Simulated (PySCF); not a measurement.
SMILES F[Si](F)(F)/C=C/[SiH2]Cl, PBE0/def2-SVP optimised geometry. Atoms within 1.6 Å of the plane z = 0.0 Å (x, y, z in Å): C6 (-1.14, -1.60, 1.50), Si7 (-0.48, -0.69, 0.00), H11 (1.01, -0.69, 0.00), H12 (-1.01, 0.69, 0.00).

Computed with PBE0/def2-TZVP (PySCF). Cells within 0.4 Å of a nucleus heavier than hydrogen are left out (blank, or x).

Map of the electron localisation function on the plane z = 0.0 Å:

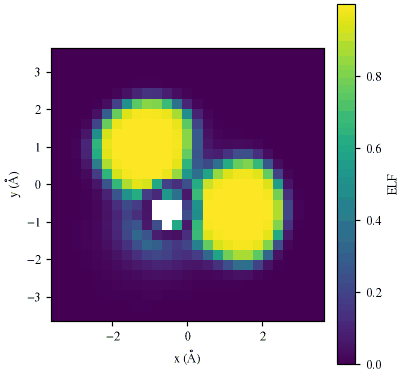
Figure. Electron localisation function on the plane z = 0.0 Å.
